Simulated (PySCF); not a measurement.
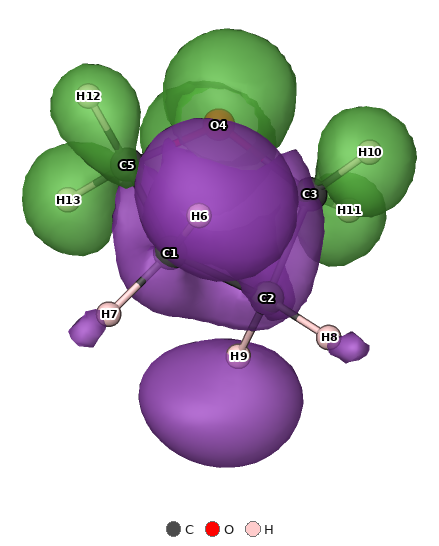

Figure. C4H8O, SMILES `C1CCOC1`. Unrelaxed difference density of S₂ less the ground state (TDA singlet states), ±0.015 e/Å³; purple: gain, green: loss.

Computed with PySCF, PBE0/def2-SVP, geometry: GFN2-xTB. No frequency check shows the geometry to be a minimum. Without diffuse functions Rydberg states are missing, so the states' numbers hold for this basis only.

The calculation's input:

```python
import numpy as np
from pyscf import gto, scf, dft, tdscf
from pyscf.scf import atom_ks, atom_hf
from scipy.linalg import block_diag

def solve(mol, dm0=None, hcore=None):
    mf = (dft.UKS if mol.spin else dft.RKS)(mol, xc='pbe0')
    mf.grids.level = 3
    mf = mf.density_fit(auxbasis='def2-universal-jkfit')
    mf.conv_tol, mf.max_cycle = 1e-8, 80
    if hcore is not None:
        mf.get_hcore = lambda *args: hcore
    mf.kernel(dm0)
    if not mf.converged:
        mf = mf.newton().run(mf.mo_coeff, mf.mo_occ, max_cycle=30)
    assert mf.converged, 'SCF not converged'
    return mf

mol = gto.M(atom='''
C      0.73683     0.99022     0.22523
C     -0.72225     1.00063    -0.22492
C     -1.15606    -0.42185     0.12967
O     -0.00995    -1.24586     0.00042
C      1.15063    -0.43794    -0.13045
H      0.80006     1.14515     1.30304
H      1.34919     1.73500    -0.27760
H     -1.32411     1.75355     0.27848
H     -0.78330     1.15725    -1.30262
H     -1.51491    -0.47220     1.16743
H     -1.93862    -0.80905    -0.52849
H      1.92768    -0.83659     0.52741
H      1.50874    -0.49254    -1.16825
''', basis='def2-svp', charge=0, spin=0, verbose=4)
mf = solve(mol)
td = mf.TDA()
td.nstates, td.singlet, td.conv_tol = 5, True, 1e-5
td.kernel()
td.analyze()
x, y = np.array([p[0] for p in td.xy]), np.array([p[1] + 0 * p[0] for p in td.xy])
f, mu = td.oscillator_strength(), td.transition_dipole()
nto = [td.get_nto(state=i + 1, verbose=4) for i in range(len(td.e))]
# spherically averaged free atoms, for the promolecule
atm = atom_ks.get_atm_nrks(mol, xc='pbe0')
pro = block_diag(*[(atm[a[0]][2] * atm[a[0]][3]) @ atm[a[0]][2].T for a in mol._atom])
np.savez('result.npz', e=td.e, f=f, ok=td.converged, w=[n[0] for n in nto], nto=[n[1] for n in nto], x=x, y=y, c=mf.mo_coeff, occ=mf.mo_occ, eps=mf.mo_energy, pro=pro, mu=mu)
```

Command:

```sh
OMP_NUM_THREADS=1 python input.py
```

The run took 93 s on 1 thread of Intel(R) Xeon(R) 6975P-C (Granite Rapids), with other jobs on the host, peak memory 0.62 GiB.

### How does the charge move on excitation?

0.83 e is displaced in all, of which about 0.6 e passes between atoms: O4 (0.55 e) loses electrons and H6 and H9 (0.14 e each) and C1 and C2 (0.09 e each) gain them. The state: 8.17 eV (152 nm), f = 0.003, partly diffuse acceptor orbital, which a basis without diffuse functions describes poorly; the leading pair carries 99 %; hole on O4 (57 %), C3 and C5 (9 % each) and H10 and H13 (6 % each), electron on H6 and H9 (15 % each), C1 and C2 (11 % each) and H10 and H13 (7 % each) (atom shares of so diffuse an orbital are rough); their centroids lie 1.6 Å apart.
